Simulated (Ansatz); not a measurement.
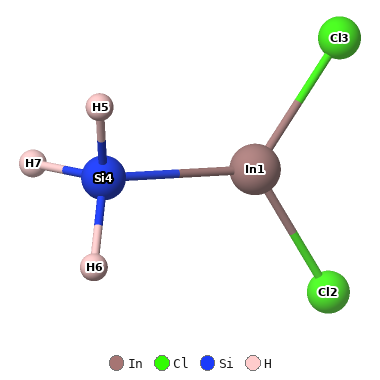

The system is InCl2(SiH3); the picture shows the reference structure. The first coordinate is: umbrella angle at In1 (between each of its bonds and their common axis; 90 is planar); the second: change of the bonds In1–Cl2, In1–Cl3, In1–Si4, all alike. Nothing is relaxed (all other coordinates rigid). The grid has 11 × 11 points. Points are written as (first, second). Energies: kJ/mol, counted from the lowest grid point. The calculation used RKS B3LYP-D4/def2-SVP (Ansatz).

Its coordinates:

```yaml
atoms:
  - { symbol: In, position_ang: [0.6424, 1.1214, 0.0112] }
  - { symbol: Cl, position_ang: [3.0031, 1.3197, 0.0408] }
  - { symbol: Cl, position_ang: [-0.3732, 3.2615, -0.0322] }
  - { symbol: Si, position_ang: [-0.6419, -1.1174, 0.0036] }
  - { symbol: H, position_ang: [-1.9642, -0.9193, 0.6568] }
  - { symbol: H, position_ang: [0.1591, -2.1356, 0.7358] }
  - { symbol: H, position_ang: [-0.8253, -1.5303, -1.4159] }
```

Range: umbrella angle at In1 (between each of its bonds and their common axis; 90 is planar) from 66.0 to 114.0°; change of the bonds In1–Cl2, In1–Cl3, In1–Si4, all alike from −0.268 to 0.415 Å.

Predict the map.

The lowest grid point is at (90.0°, 0.005 Å). No other kind of well shows on this grid. The highest grid point, (66.0°, −0.268 Å), lies 283 kJ/mol above the lowest. Round the minimum the two coordinates are nearly uncoupled.

```
second ↓, first →  66.0  70.8  75.6  80.4  85.2  90.0  94.8  99.6  104.4  109.2  114.0
            0.415   205   189   176   166   160   158   160   166    175    188    204
            0.346   171   153   139   128   122   120   122   128    138    152    170
            0.278   140   121   105    94    87    85    87    93    104    119    138
            0.210   114    92    75    63    56    53    55    62     74     91    111
            0.142    92    69    51    37    29    27    29    37     49     67     90
            0.073    79    54    34    20    11     8    10    19     32     52     76
            0.005    77    50    28    13     3     0     3    12     27     47     74
           −0.063    91    61    38    21    11     7    10    20     36     58     87
           −0.132   126    93    67    49    38    34    37    48     65     90    121
           −0.200   187   151   123   103    90    86    90   101    120    147    182
           −0.268   283   242   211   189   176   171   175   188    209    238    276
```

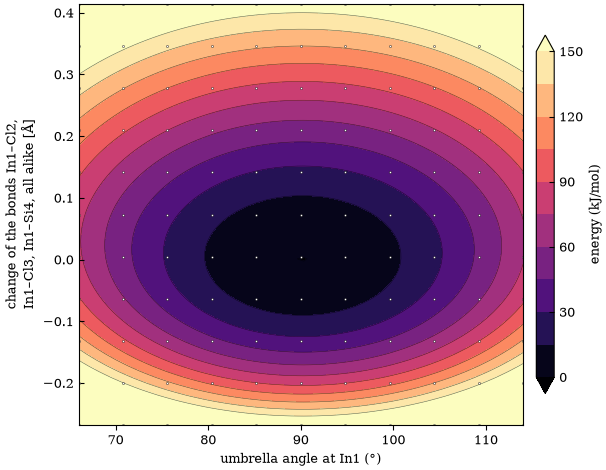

The picture shows filled contours, dots at the grid points, one colour for all values above the top of the scale. Between grid points the surface is interpolated.

Each point was launched as `ansatz run input.yaml --threads 1 --pin off --max-ram 2560MiB --backend cpu --events-out ev --progress --plain --runs-dir out`. Time for the 121 points that were run: 10 min on 1 thread of Arm Neoverse V2 (shared host).
